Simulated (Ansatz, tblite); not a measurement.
**The cluster Al₁₀Sb₉Cl₃: rung by rung**

Aim: run the singlet of the cluster Al₁₀Sb₉Cl₃ at one geometry on many levels, and compare frontier levels, spin and run time.

The runs use Ansatz 0.2.0, Gaussian basis; as each input shows.

The runs, in order: GFN1-xTB, GFN2-xTB, PBE-D4/def2-SVP, r2SCAN-D4/def2-SVP, B3LYP-D4/def2-SVP, r2SCAN0-D4/def2-SVP, LC-ωPBE/def2-SVP, PBE+5HF/def2-SVP, PBE+10HF/def2-SVP, PBE+15HF/def2-SVP, PBE+35HF/def2-SVP, PBE+50HF/def2-SVP, r2SCAN-D4/def2-mTZVP, MP2/def2-SVP, RPA/def2-SVP.

6 further runs of the same task are left out: 2 for a known fault of the program, 4 set aside as unsound or not needed.

## Step 1: The relaxed structure

The singlet was relaxed beforehand with PBE-D4/def2-SVP.

22 atoms, charge 0, spin multiplicity 1.

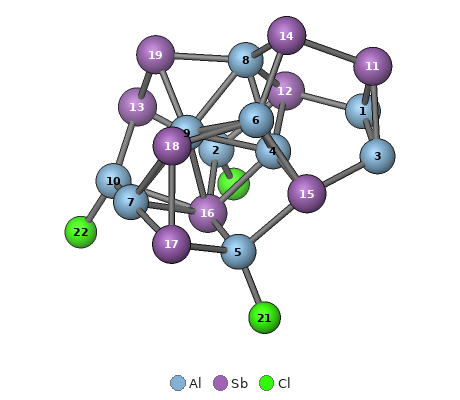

The geometry (aluminium light blue, antimony purple, chlorine green); atoms are numbered from 1 in the order of the file.

As a file:

```mol
Al10Cl3Sb9
  3D, bonds by distance, orders not assigned

 22 41  0  0  0  0  0  0  0  0999 V2000
   -2.8325   -1.3098   -2.9552 Al  0  0
   -2.4414    1.1711    1.1754 Al  0  0
   -1.0804   -3.1095   -3.0102 Al  0  0
   -0.7287   -0.6958   -0.7894 Al  0  0
    1.2880   -2.5780    1.4011 Al  0  0
    1.7432   -0.4024   -2.0158 Al  0  0
    2.3743    0.6099    2.4558 Al  0  0
   -0.3842    1.7265   -2.2299 Al  0  0
    0.9940    1.1675    0.1803 Al  0  0
    0.3785    2.0536    3.1888 Al  0  0
   -0.9366   -1.1808   -4.8831 Sb  0  0
   -2.8588    0.9126   -1.5506 Sb  0  0
   -1.3056    3.5414    1.6852 Sb  0  0
    1.0783    0.8425   -4.2920 Sb  0  0
    0.9122   -2.8493   -1.3121 Sb  0  0
   -0.4389   -0.5527    1.9703 Sb  0  0
    3.7389   -1.6147    1.8738 Sb  0  0
    3.6083    0.4453   -0.1947 Sb  0  0
    0.5199    3.6478   -0.5707 Sb  0  0
   -4.2312    0.5983    2.1985 Cl  0  0
    0.7275   -4.3807    2.4139 Cl  0  0
   -0.1573    1.9139    5.2623 Cl  0  0
  1  3  8  0
  1 11  8  0
  1 12  8  0
  2 12  8  0
  2 13  8  0
  2 16  8  0
  2 20  8  0
  3 11  8  0
  3 15  8  0
  4  6  8  0
  4  8  8  0
  4  9  8  0
  4 12  8  0
  4 15  8  0
  4 16  8  0
  5 15  8  0
  5 16  8  0
  5 17  8  0
  5 21  8  0
  6  9  8  0
  6 14  8  0
  6 15  8  0
  6 18  8  0
  7  9  8  0
  7 10  8  0
  7 16  8  0
  7 17  8  0
  7 18  8  0
  8  9  8  0
  8 12  8  0
  8 14  8  0
  8 19  8  0
  9 16  8  0
  9 18  8  0
  9 19  8  0
 10 13  8  0
 10 16  8  0
 10 22  8  0
 11 14  8  0
 13 19  8  0
 17 18  8  0
M  END
```

Sb takes a core potential in the def2 sets. No spin-orbit coupling is included.

PBE0-D4/def2-SVP was run before; its log isn't repeated, and its numbers join the tables.

## Step 2: GFN1-xTB

Tight binding, by tblite at 300 K electronic temperature and without a spin-polarisation term:

```python
tblite.interface.Calculator('GFN1-xTB', numbers, positions, charge=0, uhf=0).singlepoint()
```

Energy -1327.9346 eV, HOMO -8.51 eV, LUMO -8.21 eV; 0.37 s.

## Step 3: GFN2-xTB

Tight binding, by tblite at 300 K electronic temperature and without a spin-polarisation term:

```python
tblite.interface.Calculator('GFN2-xTB', numbers, positions, charge=0, uhf=0).singlepoint()
```

Energy -1211.2242 eV, HOMO -8.15 eV, LUMO -8.02 eV; 1.1 s.

## Step 4: PBE-D4/def2-SVP

start.molden holds the orbitals of an earlier run on this state, given as this run's starting guess.

in.yaml

```yaml
crystal:
  periodic: [false, false, false]
  atoms:
    - {symbol: Al, position_ang: [-2.832494, -1.309822, -2.955190]}
    - {symbol: Al, position_ang: [-2.441351, 1.171092, 1.175412]}
    - {symbol: Al, position_ang: [-1.080364, -3.109473, -3.010249]}
    - {symbol: Al, position_ang: [-0.728725, -0.695850, -0.789426]}
    - {symbol: Al, position_ang: [1.287969, -2.578016, 1.401076]}
    - {symbol: Al, position_ang: [1.743216, -0.402393, -2.015774]}
    - {symbol: Al, position_ang: [2.374326, 0.609915, 2.455845]}
    - {symbol: Al, position_ang: [-0.384197, 1.726543, -2.229923]}
    - {symbol: Al, position_ang: [0.994018, 1.167493, 0.180303]}
    - {symbol: Al, position_ang: [0.378472, 2.053638, 3.188808]}
    - {symbol: Sb, position_ang: [-0.936641, -1.180782, -4.883058]}
    - {symbol: Sb, position_ang: [-2.858768, 0.912601, -1.550574]}
    - {symbol: Sb, position_ang: [-1.305625, 3.541379, 1.685233]}
    - {symbol: Sb, position_ang: [1.078314, 0.842499, -4.292041]}
    - {symbol: Sb, position_ang: [0.912167, -2.849312, -1.312123]}
    - {symbol: Sb, position_ang: [-0.438915, -0.552746, 1.970295]}
    - {symbol: Sb, position_ang: [3.738929, -1.614699, 1.873833]}
    - {symbol: Sb, position_ang: [3.608251, 0.445277, -0.194720]}
    - {symbol: Sb, position_ang: [0.519894, 3.647768, -0.570728]}
    - {symbol: Cl, position_ang: [-4.231216, 0.598343, 2.198495]}
    - {symbol: Cl, position_ang: [0.727527, -4.380730, 2.413880]}
    - {symbol: Cl, position_ang: [-0.157287, 1.913875, 5.262324]}
basis:
  gaussian: {orbitals: def2-SVP, fitting: {mean_field: def2-universal-jkfit}, initial_orbitals: start.molden}
hamiltonian: {xc: pbe, dispersion: d4}
scf: {omitted_lower_state_checks: [starts]}
output: {forces: true, orbitals: {seedname: orbitals}}
```

The run is started by

```bash
> ansatz run in.yaml --threads 2 --pin off --events-out ev --progress --plain --max-ram 32768MiB --backend cuda --devices 0, --max-vram 18GiB
```

Further steps of the session: r2SCAN-D4/def2-SVP; B3LYP-D4/def2-SVP; r2SCAN0-D4/def2-SVP; LC-ωPBE/def2-SVP; PBE+5HF/def2-SVP; PBE+10HF/def2-SVP; PBE+15HF/def2-SVP; PBE+35HF/def2-SVP; PBE+50HF/def2-SVP; r2SCAN-D4/def2-mTZVP; MP2/def2-SVP; RPA/def2-SVP.

**Question.** What will the summary of the whole plan be? Wanted: gap in def2-SVP, named functionals, smallest and largest; gap over the share of exact exchange; correlation energy, MP2/def2-SVP; binding an atom, functionals in def2-SVP.

As calculated:

```
                                                quantity                                value
gap in def2-SVP, named functionals, smallest and largest  0.84 eV (PBE-D4), 5.18 eV (LC-ωPBE)
                    gap over the share of exact exchange         0.84 eV at 0, 3.06 eV at 0.5
                        correlation energy, MP2/def2-SVP                            -58.85 eV
                binding an atom, functionals in def2-SVP   2.70 (LC-ωPBE) to 3.06 eV (PBE-D4)
```

In words: Over the named functionals in def2-SVP the gap runs from 0.84 eV (PBE-D4) to 5.18 eV (LC-ωPBE); exact exchange widens it. Raising the share of exact exchange from 0 to 0.5 moves the HOMO by -1.52 eV and the LUMO by +0.71 eV.
